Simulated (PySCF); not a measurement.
# SiNH5: NMR shielding calculation

System: SiNH5 (silanamine).
Method: GIAO WP04/pcSseg-2 NMR shielding, non-relativistic, gas phase (PySCF 2.14.0).

The geometry comes from this level: PBE0-D3(BJ)/def2-SVP. Figures and captions count atoms from 1; the log counts them from 0 in places.

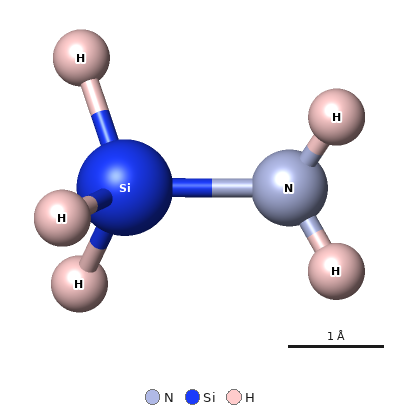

Fig. 1: The structure as given in the input (ball-and-stick view, seen at a tilt). Bond lengths as drawn: H–N 1.01 Å, H–Si 1.49 to 1.50 Å and N–Si 1.73 Å.

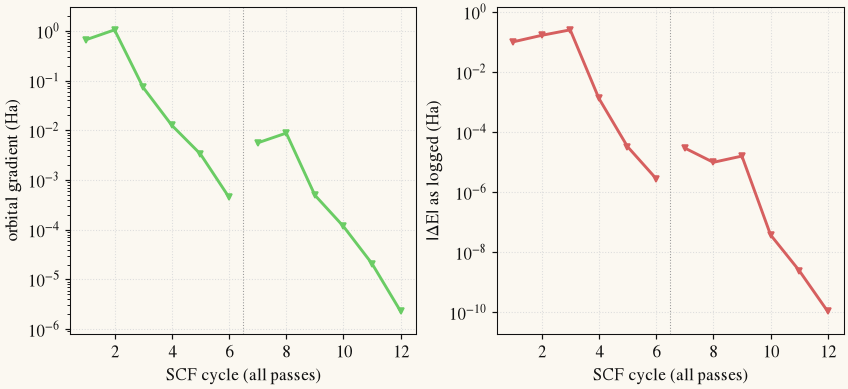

Fig. 2: Convergence of the self-consistent field: orbital gradient and size of the energy change against the SCF cycle. The dotted line marks the change from a coarse to the final integration grid. The first 6 cycles use a coarse grid, the final grid takes over at cycle 7, and the field converges after 12 cycles in all.

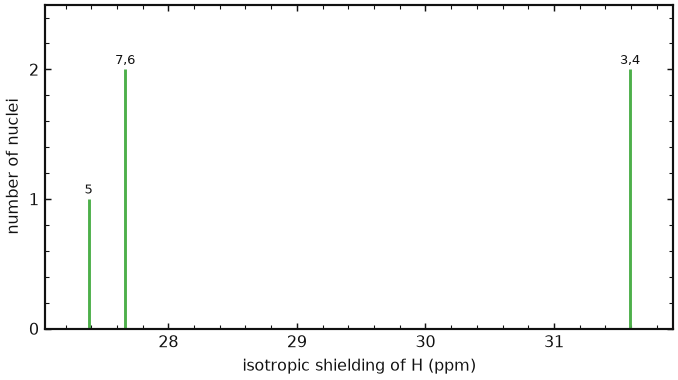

Fig. 3: Isotropic shieldings of the hydrogen nuclei in this fixed geometry, labelled by atom number; shielding grows to the right, so chemical shift grows to the left. The least shielded is H5 (27.4 ppm), the most shielded H4 (31.6 ppm).

The input that produced these results follows, with the program's output.

The input:
```
{"job": {"kind": "nmr", "xc": "WP04", "basis": "pcSseg-2", "pop": false}, "charge": 0, "multiplicity": 1}
N      1.076707    -0.097585    -0.188536
Si    -0.640387     0.067958    -0.029097
H      1.679107     0.572840     0.276490
H      1.489839    -1.022992    -0.152679
H     -1.225259    -0.258098     1.317190
H     -0.991612     1.489169    -0.327181
H     -1.289856    -0.843502    -1.018897
```

The first line tells a small driver script what to run in PySCF; the rest is the geometry in Å.

Launched with:
```bash
OMP_NUM_THREADS=1 python <driver script> task.json out
```

Output:
```
coarse grid: 5792 points
cycle   1  E = -351.8966609002  dE = -1.008e-01  |g| = 6.654e-01  |ddm| = 1.739e+00
cycle   2  E = -351.7304634178  dE =  1.662e-01  |g| = 1.054e+00  |ddm| = 9.381e-01
cycle   3  E = -351.9836868509  dE = -2.532e-01  |g| = 7.306e-02  |ddm| = 6.889e-01
cycle   4  E = -351.9850239045  dE = -1.337e-03  |g| = 1.268e-02  |ddm| = 6.442e-02
cycle   5  E = -351.9850569225  dE = -3.302e-05  |g| = 3.350e-03  |ddm| = 1.500e-02
cycle   6  E = -351.9850597653  dE = -2.843e-06  |g| = 4.511e-04  |ddm| = 3.241e-03
final grid: 49784 points
cycle   7  E = -351.9918021340  dE = -2.960e-05  |g| = 5.605e-03  |ddm| = 1.519e-02
cycle   8  E = -351.9917922539  dE =  9.880e-06  |g| = 8.829e-03  |ddm| = 6.900e-03
cycle   9  E = -351.9918081963  dE = -1.594e-05  |g| = 4.974e-04  |ddm| = 4.357e-03
cycle  10  E = -351.9918082344  dE = -3.810e-08  |g| = 1.168e-04  |ddm| = 4.013e-04
cycle  11  E = -351.9918082369  dE = -2.474e-09  |g| = 2.069e-05  |ddm| = 1.104e-04
cycle  12  E = -351.9918082370  dE = -1.072e-10  |g| = 2.272e-06  |ddm| = 1.759e-05
converged SCF energy = -351.9918082370

GIAO shielding tensors (ppm)
atom      isotropic    diamagn.    paramagn.     s11        s22        s33       span
  0 N      247.422     318.488     -71.065    218.928    246.848    276.490     57.562
  1 Si     385.198     878.772    -493.574    347.760    363.458    444.378     96.618
  2 H       31.578      31.522       0.056     24.942     27.912     41.880     16.938
  3 H       31.603      31.479       0.124     24.970     27.914     41.926     16.957
  4 H       27.379      29.371      -1.992     24.318     25.619     32.200      7.882
  5 H       27.670      29.490      -1.820     24.903     26.200     31.906      7.002
  6 H       27.658      29.436      -1.778     24.843     26.208     31.923      7.080
```

Key numbers:

```csv
quantity,value
outcome,converged
total energy,−351.991808 hartree
HOMO,−8.49 eV
LUMO,−1.31 eV
dipole moment,1.25 D
"isotropic shielding, N",247.4 ppm
"isotropic shielding, Si",385.2 ppm
"isotropic shielding, H",27.4 to 31.6 ppm
hardware,"1 CPU thread, shared host"
wall time,4.8 s
peak memory,0.51 GiB
```
